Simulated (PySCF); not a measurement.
# CH₂S, SMILES `C=S`: electronic structure

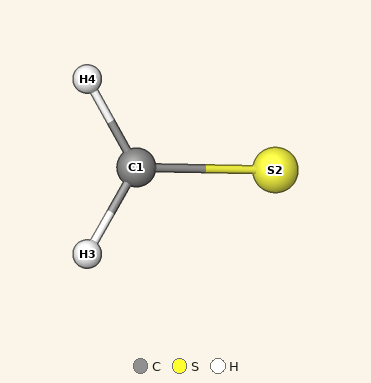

The molecule, with its atoms numbered as below. No frequency check shows the geometry to be a minimum.

Cartesian coordinates (Å):

```
C1       1.0229    0.0000    0.0000
S2      -0.5823    0.0000    0.0000
H3       1.5898    0.9220    0.0000
H4       1.5898   -0.9220    0.0000
```

## 1. Bonding charge

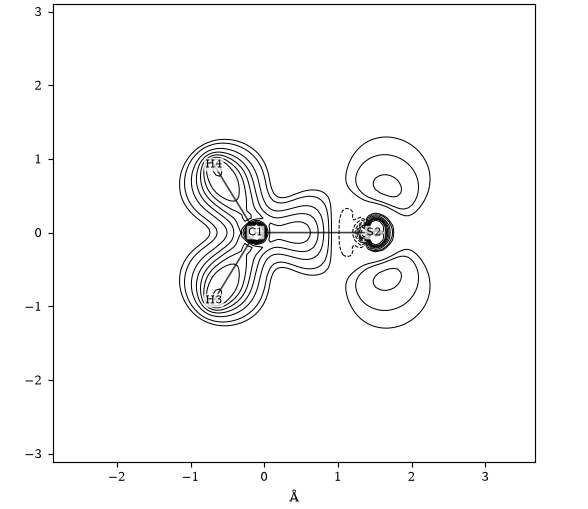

Deformation density (molecule less spherical, spin-averaged free atoms) in the molecular plane; contours at ±0.05 to ±0.8 e/Å³; solid lines: gain, dashed lines: loss.

PySCF calculation, LDA (SVWN)/def2-SVPD, gas phase; geometry: GFN2-xTB. This is a single-reference result, which may miss multireference character in this system.

> Describe the bonding that the map shows.

C1–H4 and C1–H3: +0.72 e/Å³ at the bond critical point (bond length 1.08 Å). C1–S2: +0.11 e/Å³ at the bond critical point (bond length 1.60 Å); up to 0.6 Å beside the axis the gain reaches +0.46 e/Å³. In all, 0.9 electrons gather in the regions of gain relative to the promolecule. A small or negative value marks a very polar bond, one between electron-rich atoms, whose free-atom densities already overlap strongly, a long bond to a heavier atom, or a closed-shell contact such as a hydrogen bond.

> Where do the Hirshfeld charges lie?

The highest Hirshfeld charge is on H3 and H4 (+0.06 e), the lowest on S2 (−0.08 e).

```json
{"atom": "C1", "charge (e)": "−0.04"}
{"atom": "S2", "charge (e)": "−0.08"}
{"atom": "H3", "charge (e)": "+0.06"}
{"atom": "H4", "charge (e)": "+0.06"}
```

## 2. Bond critical points

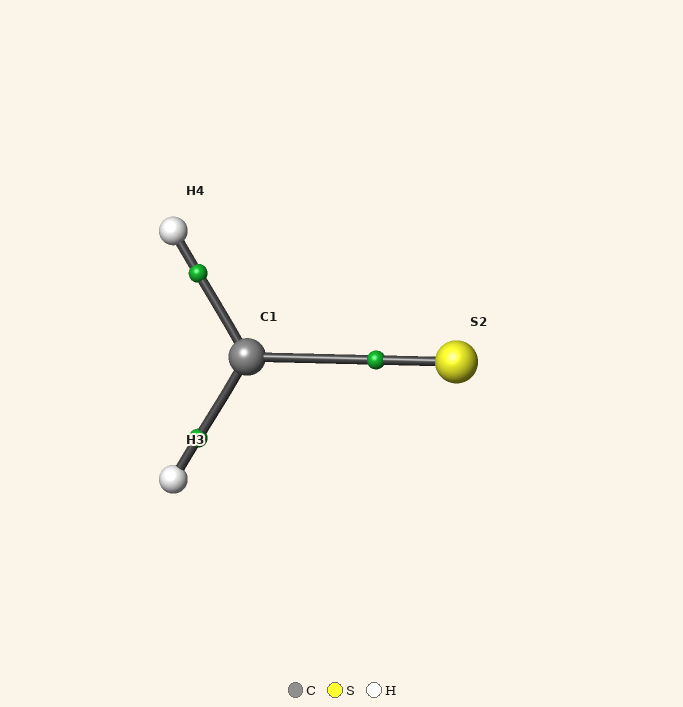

Molecular graph of the electron density (QTAIM): bond paths, bond critical points (green), ring points (magenta, if any); weak paths are dashed.

> How many critical points of each kind are there, and does the count close?

4 nuclei, 3 bond, 0 ring and 0 cage critical points: 4 − 3 + 0 − 0 = 1, as the Poincaré–Hopf relation requires.

> Tabulate density, Laplacian, ellipticity and energy density at the bond critical points (atomic units).

```csv
bond,length (Å),ρ (a.u.),∇²ρ (a.u.),ε,H (a.u.)
C1–H4 (2 alike),1.082,0.279,−1.11,0.00,−0.309
C1–S2,1.605,0.239,+0.28,0.01,−0.282
```

> What kind of interaction is C1–S2?

Polar or intermediate (positive Laplacian, negative energy density H): ρ = 0.239, ∇²ρ = +0.28, H = −0.282 a.u.

## 3. Local ionisation energy

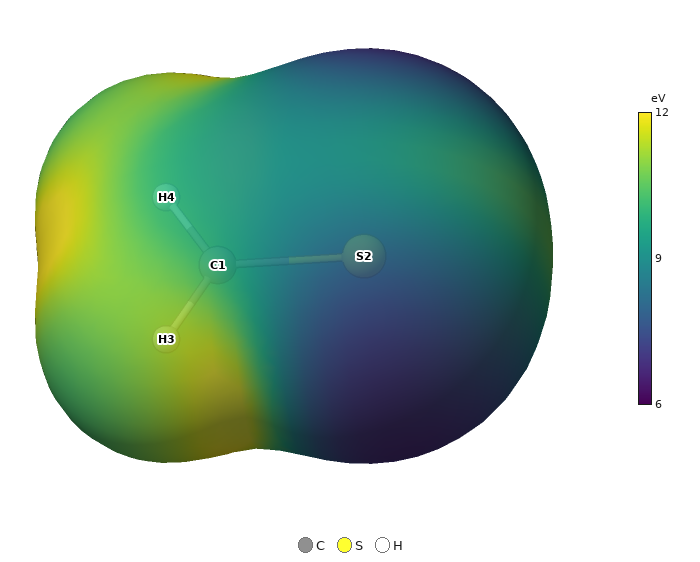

Average local ionisation energy on the surface of electron density 0.001 a.u.

> Where are the most loosely bound electrons on this surface?

The lowest value is 6.5 eV, 2.3 Å from S2, and at like points elsewhere. Further minima include 10.3 eV, 1.4 Å from H4, and at like points elsewhere. For comparison, the highest occupied orbital lies at −5.6 eV.

## 4. Excited states

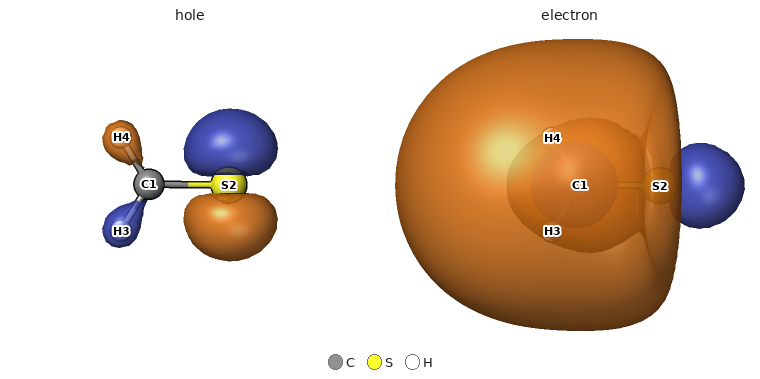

Leading natural transition orbital pair of S₂ (TDA singlet states); the surfaces enclose about 70 % of each orbital's density.

Method: B3LYP/6-311+G**; geometry: GFN2-xTB; program: PySCF.

> Characterise the state.

5.67 eV (219 nm), f = 0.009, n → diffuse (Rydberg-like) orbital; the leading pair carries 100 %; hole on S2 (82 %) and C1 (9 %), electron on C1 (35 %), S2 (24 %) and H3 and H4 (20 % each) (atom shares of so diffuse an orbital are rough); their centroids lie 1.9 Å apart. In canonical orbitals it is mainly HOMO → LUMO+1 (99 %). The HOMO–LUMO gap is 3.69 eV.

## 5. Stretching a bond

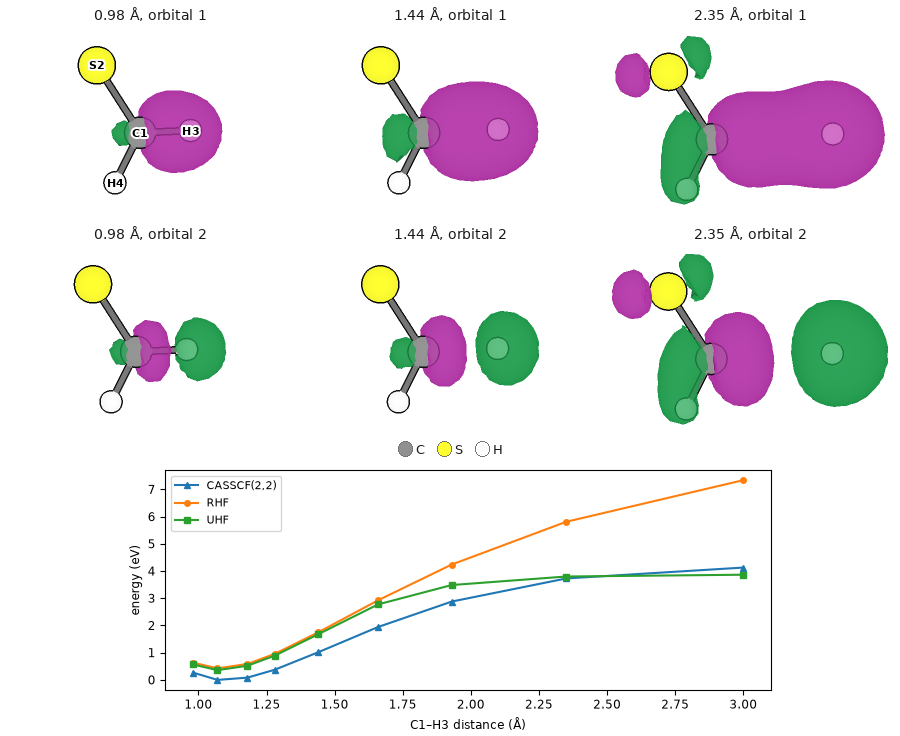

Rigid stretch of the C1–H3 bond. The two CASSCF(2,2) natural orbitals nearest half filling (orbital 1 the more occupied). Below: energies along the scan, from the lowest point of the three curves.

Computed with PySCF, def2-TZVP basis, geometry: GFN2-xTB.

> How do the occupations change along the stretch?

0.98 Å: 1.99 and 0.01; 1.44 Å: 1.95 and 0.05; 2.35 Å: 1.60 and 0.40. At the longest distance computed (3.00 Å) they are 1.27 and 0.73, and the effective number of unpaired electrons is 1.7.

UHF's ⟨S²⟩ passes 1 along the scan (up to 1.35), so it also polarises electrons outside the stretched bond; its energy lowering isn't due to that bond alone.

UHF already breaks spin symmetry near equilibrium here (⟨S²⟩ = 0.28 at 1.07 Å), for reasons apart from this bond.

> How much energy does the stretch cost?

By CASSCF, 4.1 eV from the lowest point of the scan (1.07 Å) to 3.00 Å; RHF gives 6.9 eV from its own lowest point. The fragments aren't relaxed and dynamic correlation is missing, so this isn't a bond dissociation energy.
